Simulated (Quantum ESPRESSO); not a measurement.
# BaZrO3 (Pm-3m): Raman and infrared activity

Wanted: vibrational spectra of BaZrO3 (Pm-3m) from linear and non-linear response.

Calculated with Quantum ESPRESSO 8.0 development, patched; DFT LDA, scalar-relativistic, plane waves, PseudoDojo norm-conserving pseudopotentials.

**Measured values to reproduce.**

For BaZrO3, cubic perovskite (solid-state synthesised powder, 300 K), “EXAFS study of lead-free relaxor ferroelectric BaTi(1-x)Zr(x)O3 at the Zr K-edge” (2006, arxiv:cond-mat/0602127) gives, by X-ray diffraction: lattice constant a (cubic cell parameter) 4.192 ± 0.001 Å.

“Broadband dielectric spectroscopy of Ba(Zr,Ti)O3: dynamics of relaxors and diffuse ferroelectrics” (2013, arxiv:1312.3131) quotes from earlier work for BaZrO3, cubic perovskite (ceramic, earlier study, 300 K): static dielectric constant (static permittivity) about 36 [polycrystalline ceramic; value quoted from the authors' earlier paper].

## Step 1: Starting point

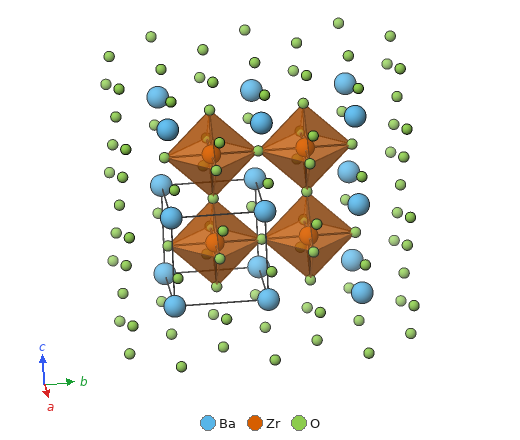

The cell as given, slightly off an axis (barium blue, zirconium orange, oxygen green). 1×2×2 cells are drawn. Some periodic images of atoms are drawn too.

## Step 2: A probe with smearing

A cheap run with smearing and empty bands tells whether the crystal has a gap, which decides between fixed occupations and smearing later on.

Contents of probe.in:

```
&control
   calculation = 'scf'
   prefix = 'x'
   outdir = './tmp'
   pseudo_dir = './pseudo'
   tprnfor = .true.
   tstress = .true.
   verbosity = 'high'
/
&system
   ibrav = 0
   nat = 5
   ntyp = 3
   ecutwfc = 84.0
   occupations = 'smearing'
   smearing = 'gaussian'
   degauss = 0.01
/
&electrons
   conv_thr = 1.0d-07
   mixing_beta = 0.7
   electron_maxstep = 100
/
ATOMIC_SPECIES
 Ba    137.3270  Ba.upf
 Zr     91.2240  Zr.upf
 O      15.9990  O.upf
CELL_PARAMETERS angstrom
     4.191340000    0.000000000    0.000000000
     0.000000000    4.191340000    0.000000000
     0.000000000    0.000000000    4.191340000
ATOMIC_POSITIONS crystal
 Ba     0.000000000   0.000000000   0.000000000
 Zr     0.500000000   0.500000000   0.500000000
 O      0.000000000   0.500000000   0.500000000
 O      0.500000000   0.000000000   0.500000000
 O      0.500000000   0.500000000   0.000000000
K_POINTS automatic
 4 4 4 0 0 0
```

Launch:

```
$ OMP_NUM_THREADS=1 mpirun -n 4 pw.x -nk 4 -in probe.in > probe.out
```

Log:

```text
[banners, grids, parts of the stress and lines that vanish by symmetry left out]
Program PWSCF v.8.0dev
     Message from routine setup:
     using ibrav=0 with symmetry is DISCOURAGED, use correct ibrav instead
[...]
kinetic-energy cutoff     =      84.0000  Ry
     charge density cutoff     =     336.0000  Ry
     scf convergence threshold =      1.0E-07
[...]
Exchange-correlation= SLA-PW-NOGX-NOGC
                           (   1   4   0   0   0   0   0)
[...]
48 Sym. Ops., with inversion, found
[...]
(     0          1          0      )
                  (     0          0          1      )
[...]
(  0.0000000  1.0000000  0.0000000 )
                  (  0.0000000  0.0000000  1.0000000 )
[...]
(     0         -1          0      )
                  (     0          0          1      )
[...]
( -1.0000000  0.0000000  0.0000000 )
                  (  0.0000000  1.0000000  0.0000000 )
[...]
number of k points=    10  Gaussian smearing, width (Ry)=  0.0100
[...]
End of self-consistent calculation
[...]
the Fermi energy is    11.0385 ev
!    total energy              =    -257.52446475 Ry
[...]
convergence has been achieved in  10 iterations
[...]
atom    1 type  1   force =     0.00000000    0.00000000    0.00000000
     atom    2 type  2   force =     0.00000000    0.00000000    0.00000000
     atom    3 type  3   force =     0.00000000    0.00000000    0.00000000
     atom    4 type  3   force =     0.00000000    0.00000000    0.00000000
     atom    5 type  3   force =     0.00000000    0.00000000    0.00000000
[...]
Total force =     0.000000     Total SCF correction =     0.000000
[...]
total   stress  (Ry/bohr**3)                   (kbar)     P=      -49.18
[...]
XML data file, charge density, pseudopotentials, collected wavefunctions

   JOB DONE.
```

The job ended after 12 s (4 MPI ranks of Intel Xeon at 2.70GHz, shared host).

Read from the output:

```yaml
volume_per_atom: 14.73 Å³
pressure: -4.918 GPa
gap_on_the_k_mesh: 3.104 eV
```

A gap of 3.1 eV opens on this mesh, so the crystal is taken as an insulator; the start stands at -4.9 GPa.

## Step 3: Relaxation

The relaxation runs at a cutoff a fifth above that of the response, since stress converges more slowly with the basis than frequencies do. Forces and stress are brought to rest with tight thresholds.

Contents of relax.in:

```
&control
   calculation = 'vc-relax'
   prefix = 'x'
   outdir = './tmp'
   pseudo_dir = './pseudo'
   tprnfor = .true.
   tstress = .true.
   forc_conv_thr = 2.0d-05
   etot_conv_thr = 1.0d-07
   nstep = 40
/
&system
   ibrav = 0
   nat = 5
   ntyp = 3
   ecutwfc = 101
   occupations = 'fixed'
   nbnd = 22
/
&electrons
   conv_thr = 1.0d-11
   mixing_beta = 0.7
   electron_maxstep = 100
/
&ions
/
&cell
   press_conv_thr = 0.2
/
ATOMIC_SPECIES
 Ba    137.3270  Ba.upf
 Zr     91.2240  Zr.upf
 O      15.9990  O.upf
CELL_PARAMETERS angstrom
     4.191340000    0.000000000    0.000000000
     0.000000000    4.191340000    0.000000000
     0.000000000    0.000000000    4.191340000
ATOMIC_POSITIONS crystal
 Ba     0.000000000   0.000000000   0.000000000
 Zr     0.500000000   0.500000000   0.500000000
 O      0.000000000   0.500000000   0.500000000
 O      0.500000000   0.000000000   0.500000000
 O      0.500000000   0.500000000   0.000000000
K_POINTS automatic
 6 6 6 0 0 0
```

Launch:

```
$ OMP_NUM_THREADS=1 mpirun -n 4 pw.x -nk 4 -in relax.in > relax.out
```

Log:

```text
[banners, grids, parts of the stress and lines that vanish by symmetry left out]
[banner, memory and clock lines left out]
Program PWSCF v.8.0dev

[...]
kinetic-energy cutoff     =     101.0000  Ry
     charge density cutoff     =     404.0000  Ry
     scf convergence threshold =      1.0E-11
[...]
energy convergence thresh.=      1.0E-07
     force convergence thresh. =      2.0E-05
     press convergence thresh. =      2.0E-01
     Exchange-correlation= SLA-PW-NOGX-NOGC
                           (   1   4   0   0   0   0   0)
[...]
48 Sym. Ops., with inversion, found
[...]
number of k points=    20
[...]
End of self-consistent calculation
[...]
highest occupied, lowest unoccupied level (ev):     9.5476   12.6578
!    total energy              =    -257.52526315 Ry
[...]
convergence has been achieved in  14 iterations
[...]
atom    1 type  1   force =     0.00000000    0.00000000    0.00000000
     atom    2 type  2   force =     0.00000000    0.00000000    0.00000000
     atom    3 type  3   force =     0.00000000    0.00000000    0.00000000
     atom    4 type  3   force =     0.00000000    0.00000000    0.00000000
     atom    5 type  3   force =     0.00000000    0.00000000    0.00000000
     Total force =     0.000000     Total SCF correction =     0.000000
[...]
total   stress  (Ry/bohr**3)                   (kbar)     P=      -49.11
[...]
number of bfgs steps    =   0
[...]
CELL_PARAMETERS (angstrom)
[...]
ATOMIC_POSITIONS (crystal)
Ba               0.0000000000        0.0000000000        0.0000000000
Zr               0.5000000000        0.5000000000        0.5000000000
O                0.0000000000        0.5000000000        0.5000000000
O                0.5000000000        0.0000000000        0.5000000000
[...]
New effective cutoffs (rho, wfc):  410.20  102.69
[...]
End of self-consistent calculation
[...]
highest occupied, lowest unoccupied level (ev):     9.8860   13.0489
!    total energy              =    -257.52771401 Ry
[...]
convergence has been achieved in   9 iterations
[...]
atom    1 type  1   force =     0.00000000    0.00000000    0.00000000
     atom    2 type  2   force =     0.00000000    0.00000000    0.00000000
     atom    3 type  3   force =     0.00000000    0.00000000    0.00000000
     atom    4 type  3   force =     0.00000000    0.00000000    0.00000000
     atom    5 type  3   force =     0.00000000    0.00000000    0.00000000
     Total force =     0.000000     Total SCF correction =     0.000000
[...]
total   stress  (Ry/bohr**3)                   (kbar)     P=       -8.39
[...]
number of bfgs steps    =   1
[...]
CELL_PARAMETERS (angstrom)
[...]
ATOMIC_POSITIONS (crystal)
[...]
New effective cutoffs (rho, wfc):  411.60  103.04
[...]
End of self-consistent calculation
[...]
highest occupied, lowest unoccupied level (ev):     9.9557   13.1291
!    total energy              =    -257.52778100 Ry
[...]
convergence has been achieved in  10 iterations
[...]
atom    1 type  1   force =     0.00000000    0.00000000    0.00000000
     atom    2 type  2   force =     0.00000000    0.00000000    0.00000000
     atom    3 type  3   force =     0.00000000    0.00000000    0.00000000
     atom    4 type  3   force =     0.00000000    0.00000000    0.00000000
[...]
Total force =     0.000000     Total SCF correction =     0.000000
[...]
total   stress  (Ry/bohr**3)                   (kbar)     P=        0.45
[...]
number of bfgs steps    =   2
[...]
CELL_PARAMETERS (angstrom)
[...]
ATOMIC_POSITIONS (crystal)
[...]
New effective cutoffs (rho, wfc):  411.53  103.02
[...]
End of self-consistent calculation
[...]
highest occupied, lowest unoccupied level (ev):     9.9521   13.1250
!    total energy              =    -257.52778118 Ry
[...]
convergence has been achieved in   6 iterations
[...]
Total force =     0.000000     Total SCF correction =     0.000000
[...]
total   stress  (Ry/bohr**3)                   (kbar)     P=       -0.00
[...]
number of bfgs steps    =   3
[...]
small trust_radius: resetting bfgs history
[...]
CELL_PARAMETERS (angstrom)
[...]
ATOMIC_POSITIONS (crystal)
[...]
New effective cutoffs (rho, wfc):  411.53  103.02
[...]
End of self-consistent calculation
[...]
highest occupied, lowest unoccupied level (ev):     9.9522   13.1250
!    total energy              =    -257.52778118 Ry
[...]
convergence has been achieved in   3 iterations
[...]
atom    3 type  3   force =     0.00000000    0.00000000    0.00000000
     atom    4 type  3   force =     0.00000000    0.00000000    0.00000000
     atom    5 type  3   force =     0.00000000    0.00000000    0.00000000
     Total force =     0.000000     Total SCF correction =     0.000000
[...]
total   stress  (Ry/bohr**3)                   (kbar)     P=       -0.00
[...]
bfgs converged in   5 scf cycles and   4 bfgs steps
[...]
End of BFGS Geometry Optimization
     Final enthalpy           =    -257.5277811845 Ry
     File ./tmp/x.bfgs deleted, as requested
[...]
CELL_PARAMETERS (angstrom)
[...]
ATOMIC_POSITIONS (crystal)
[...]
O                0.5000000000        0.0000000000        0.5000000000
O                0.5000000000        0.5000000000        0.0000000000
[...]
Final scf calculation at the relaxed structure.
[...]
kinetic-energy cutoff     =     101.0000  Ry
     charge density cutoff     =     404.0000  Ry
     scf convergence threshold =      1.0E-13
[...]
press convergence thresh. =      2.0E-01
     Exchange-correlation= SLA-PW-NOGX-NOGC
                           (   1   4   0   0   0   0   0)
[...]
48 Sym. Ops., with inversion, found
[...]
number of k points=    20
[...]
End of self-consistent calculation
[...]
highest occupied, lowest unoccupied level (ev):     9.9522   13.1250
!    total energy              =    -257.52777711 Ry
[...]
convergence has been achieved in  20 iterations
[...]
atom    1 type  1   force =     0.00000000    0.00000000    0.00000000
     atom    2 type  2   force =     0.00000000    0.00000000    0.00000000
     atom    3 type  3   force =     0.00000000    0.00000000    0.00000000
     atom    4 type  3   force =     0.00000000    0.00000000    0.00000000
     atom    5 type  3   force =     0.00000000    0.00000000    0.00000000
     Total force =     0.000000     Total SCF correction =     0.000000
[...]
total   stress  (Ry/bohr**3)                   (kbar)     P=        0.00
[...]
XML data file, charge density, pseudopotentials, collected wavefunctions
```

Run time: 1.9 min. Hardware: 4 MPI ranks; 7.6 min of CPU time.

The steps of the relaxation:

```tsv
step	energy less that of the first step (eV)	largest force (eV/Å)	pressure (GPa)	volume (Å³)
1	0.0000	0.0000	-4.91	73.63
2	-0.0333	0.0000	-0.84	71.80
3	-0.0343	0.0000	0.04	71.44
4	-0.0343	0.0000	0.00	71.46
5	-0.0343	0.0000	0.00	71.46
6	-0.0342	0.0000	0.00	71.46
```

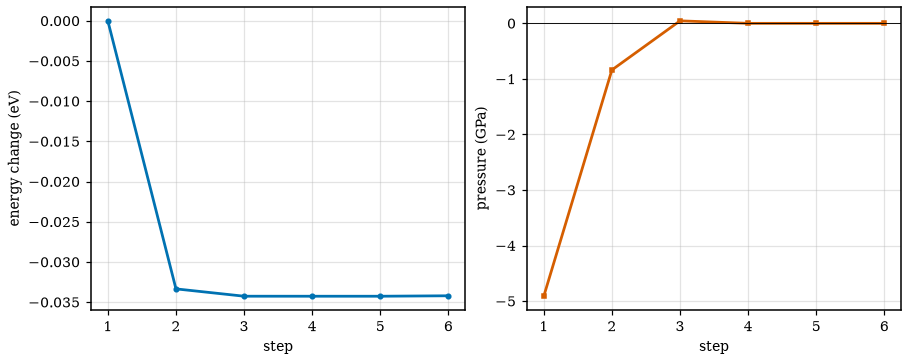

Energy and pressure along the relaxation.

```tsv
conventional cell, symmetrised	before	after	change
a (Å)	4.191	4.150	-1.0 %
b (Å)	4.191	4.150	-1.0 %
c (Å)	4.191	4.150	-1.0 %
volume (Å³/atom)	14.73	14.29	-3.0 %
```

The last row of the table of steps is pw.x's closing run on a basis chosen anew for the final cell, so its energy can jump.

This step gave:

| Quantity | Value |
| --- | --- |
| volume per atom | 14.29 Å³ |
| pressure | 0 GPa |
| gap on the k-mesh | 3.173 eV |

The volume changes by -3.0 % from the cell with which this run began.

## Step 4: Ground state

Perturbation theory inherits every error of the wavefunctions, so the threshold is set near the limit of the arithmetic. With a gap, occupations are fixed, which also allows the response to an electric field.

Contents of scf.in:

```
&control
   calculation = 'scf'
   prefix = 'x'
   outdir = './tmp'
   pseudo_dir = './pseudo'
   tprnfor = .true.
   tstress = .true.
/
&system
   ibrav = 0
   nat = 5
   ntyp = 3
   ecutwfc = 84.0
   occupations = 'fixed'
   nbnd = 22
/
&electrons
   conv_thr = 1.0d-12
   mixing_beta = 0.7
   electron_maxstep = 100
/
ATOMIC_SPECIES
 Ba    137.3270  Ba.upf
 Zr     91.2240  Zr.upf
 O      15.9990  O.upf
CELL_PARAMETERS angstrom
     4.149645166    0.000000000    0.000000000
     0.000000000    4.149645166    0.000000000
     0.000000000    0.000000000    4.149645166
ATOMIC_POSITIONS crystal
 Ba     0.000000000   0.000000000   0.000000000
 Zr     0.500000000   0.500000000   0.500000000
 O      0.000000000   0.500000000   0.500000000
 O      0.500000000   0.000000000   0.500000000
 O      0.500000000   0.500000000   0.000000000
K_POINTS automatic
 6 6 6 0 0 0
```

Launch:

```
$ OMP_NUM_THREADS=1 mpirun -n 4 pw.x -nk 4 -in scf.in > scf.out
```

Log:

```text
[banners, grids, parts of the stress and lines that vanish by symmetry left out]
[banner, memory and clock lines left out]
Program PWSCF v.8.0dev

[...]
kinetic-energy cutoff     =      84.0000  Ry
     charge density cutoff     =     336.0000  Ry
     scf convergence threshold =      1.0E-12
[...]
Exchange-correlation= SLA-PW-NOGX-NOGC
                           (   1   4   0   0   0   0   0)
[...]
48 Sym. Ops., with inversion, found
[...]
number of k points=    20
[...]
End of self-consistent calculation
[...]
highest occupied, lowest unoccupied level (ev):     9.9521   13.1251
!    total energy              =    -257.52771792 Ry
[...]
convergence has been achieved in  16 iterations
[...]
atom    1 type  1   force =     0.00000000    0.00000000    0.00000000
     atom    2 type  2   force =     0.00000000    0.00000000    0.00000000
     atom    3 type  3   force =     0.00000000    0.00000000    0.00000000
     atom    4 type  3   force =     0.00000000    0.00000000    0.00000000
     atom    5 type  3   force =     0.00000000    0.00000000    0.00000000
     Total force =     0.000000     Total SCF correction =     0.000000
[...]
total   stress  (Ry/bohr**3)                   (kbar)     P=       -0.29
[...]
XML data file, charge density, pseudopotentials, collected wavefunctions
```

Elapsed: 17 s, on 4 MPI ranks; 66 s of CPU time.

This step gave:

- pressure: -0.02900 GPa

The cell stands at -0.029 GPa, close enough for phonons.

(Continued in part 2 of 3.)

[Host names and launcher messages were left out of these logs when they were recorded.]

[Logs are printed without paths, hosts, clocks, repeated set-up lines and the standing remarks that a program may print on its own settings, such as how far it seeks lower states.]

[Hosts, paths, dates, database ids (printed as entryN), source tags and the programs' standing remarks are cut or masked in the printed files.]
